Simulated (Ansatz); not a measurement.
**CHCl2F (dichlorofluoromethane) at B2PLYP/def2-SVPD**

What is the energy change on altering one bond length of CHCl2F (dichlorofluoromethane) at B2PLYP/def2-SVPD? 

The results are computed with Ansatz 0.2.0.

78 further runs of the same task are left out: 78 set aside as unsound or not needed.

### 1 The structure to begin with

The species is CHCl2F (5 atoms), meant as a singlet with charge 0. As SMILES, `FC(Cl)Cl`. The shape is that of a PBE0-D4/def2-TZVP optimisation.

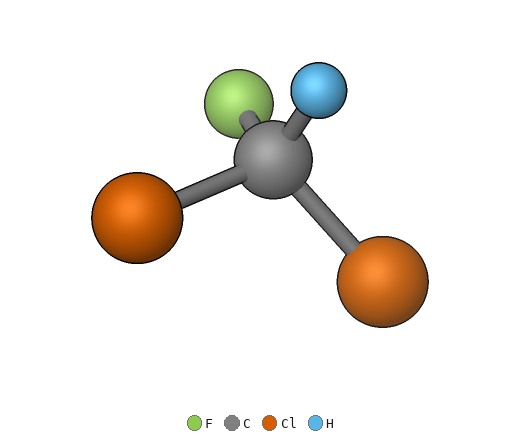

The structure, seen from a chosen angle (fluorine green, carbon grey, chlorine orange, hydrogen blue).

### 2 A single-point energy at B2PLYP/def2-SVPD

input.yaml

```yaml
crystal:
  periodic: [false, false, false]
  atoms:
    - {symbol: F, position_ang: [-0.590600, 0.132500, 1.230400]}
    - {symbol: C, position_ang: [0.006400, 0.099400, 0.030700]}
    - {symbol: Cl, position_ang: [1.459900, -0.886800, 0.126900]}
    - {symbol: Cl, position_ang: [-1.120400, -0.525200, -1.167100]}
    - {symbol: H, position_ang: [0.294600, 1.106400, -0.262500]}
basis:
  gaussian:
    orbitals: def2-SVPD
hamiltonian:
  xc: {name: B2PLYP}
accuracy: high
correlation:
  frozen_orbitals: {C: 1, Cl: 5, F: 1, H: 0}
output: {orbitals: {seedname: orbitals}}
```

On the command line:

```bash
ansatz run input.yaml --threads 1 --pin off --max-ram 3480MiB --events-out events.jsonl --progress --plain --runs-dir runs
```

The program printed:

```text
Warning: RAYON_NUM_THREADS=1 ignored (pool sized by the plan → 1); use --threads N
Functional definition: B2PLYP
  name "B2PLYP"
  parameter a = 0.53
  parameter c = 0.27
  exchange = (1 - a)*b88_x + a*exact_x
  correlation = (1 - c)*lyp_c + c*(mp2_os + mp2_ss)
2035 factors; integrals over basis functions are off by at most 3.6e-9 eV
mean field evaluation 1: about -28787.0521 eV, gradient 2.5e1 eV
mean field evaluation 2: about -28787.3176 eV, gradient 2.5e1 eV
mean field evaluation 4: about -28788.5008 eV, gradient 1.5e0 eV
mean field evaluation 8: about -28788.5130 eV, gradient 9.7e-2 eV
mean field evaluation 16: about -28788.5130 eV, gradient 2.3e-5 eV
mean field -28788.51302100 eV, -1057.9583399667 hartree, gradient 8.3e-8 eV, S^2 0.000000; 0 other end points of the search recorded, 0 dependent functions left out
12 core orbitals not correlated: weight in the atoms' cores, before any rotation towards them, 1.000 or more for the frozen orbitals, at most 0.000 for the correlated occupied ones
reference -28788.51304220 eV, -1057.9583407459 hartree; 13, 13 occupied and 80, 80 virtual orbitals, 2035 factors
second order -20.93182206 eV of doubles, -0.00000000 eV of singles
Total energy: -28794.16463416 eV, -1058.1660329195 hartree
```

Wall time 11 s (1 thread of Arm Neoverse V2, shared host); peak memory 0.35 GiB.

### 3 The distorted shape, same level

input.yaml

```yaml
crystal:
  periodic: [false, false, false]
  atoms:
    - {symbol: F, position_ang: [-0.889116, 0.149051, 1.830283]}
    - {symbol: C, position_ang: [0.006400, 0.099400, 0.030700]}
    - {symbol: Cl, position_ang: [1.459900, -0.886800, 0.126900]}
    - {symbol: Cl, position_ang: [-1.120400, -0.525200, -1.167100]}
    - {symbol: H, position_ang: [0.294600, 1.106400, -0.262500]}
basis:
  gaussian: {orbitals: def2-SVPD}
hamiltonian: {xc: {name: B2PLYP}}
correlation: {frozen_orbitals: {C: 1, Cl: 5, F: 1, H: 0}}
accuracy: high
output: {orbitals: {seedname: orbitals}}
```

On the command line:

```bash
ansatz run input.yaml --threads 1 --pin off --max-ram 3480MiB --events-out events.jsonl --progress --plain --runs-dir runs
```

The program printed (excerpt; [...] marks lines left out):

```text
Warning: RAYON_NUM_THREADS=1 ignored (pool sized by the plan → 1); use --threads N
[... 2 set-up lines as earlier in the session ...]
[...]
2050 factors; integrals over basis functions are off by at most 3.1e-9 eV
[...]
mean field -28785.53340562 eV, -1057.8488411214 hartree, gradient 9.6e-8 eV, S^2 0.000000; 0 other end points of the search recorded, 0 dependent functions left out; unrestricted orbitals would lower it
12 core orbitals not correlated: weight in the atoms' cores, before any rotation towards them, 1.000 or more for the frozen orbitals, at most 0.000 for the correlated occupied ones
reference -28785.53342769 eV, -1057.8488419324 hartree; 13, 13 occupied and 80, 80 virtual orbitals, 2050 factors
second order -22.80106161 eV of doubles, -0.00000000 eV of singles
Total energy: -28791.68971433 eV, -1058.0750812933 hartree
```

It took 11 s on 1 thread of Arm Neoverse V2, shared host; peak memory 0.35 GiB.

### 4 What came out

Level: B2PLYP/def2-SVPD, 12 core orbitals frozen.

| quantity | value |
| --- | --- |
| first shape: total energy | -1058.16603 Eh |
| first shape: HOMO energy (SCF part's orbitals) | -10.52 eV |
| first shape: LUMO energy (SCF part's orbitals) | 0.77 eV |
| first shape: HOMO–LUMO gap (SCF part's orbitals) | 11.28 eV |
| distorted shape: total energy | -1058.07508 Eh |
| distorted shape: HOMO energy (SCF part's orbitals) | -11.22 eV |
| distorted shape: LUMO energy (SCF part's orbitals) | -2.53 eV |
| distorted shape: HOMO–LUMO gap (SCF part's orbitals) | 8.68 eV |
| energy change with the F1–C2 bond stretched from 1.340 to 2.011 Å | 2.475 eV |

**Reading.** With the F1–C2 bond stretched from 1.340 to 2.011 Å the energy rises by 2.47 eV (239 kJ/mol). The first shape isn't relaxed at this level, so the change isn't measured from a minimum. The restricted solution (distorted shape) is unstable to spin breaking: an unrestricted one lies lower.
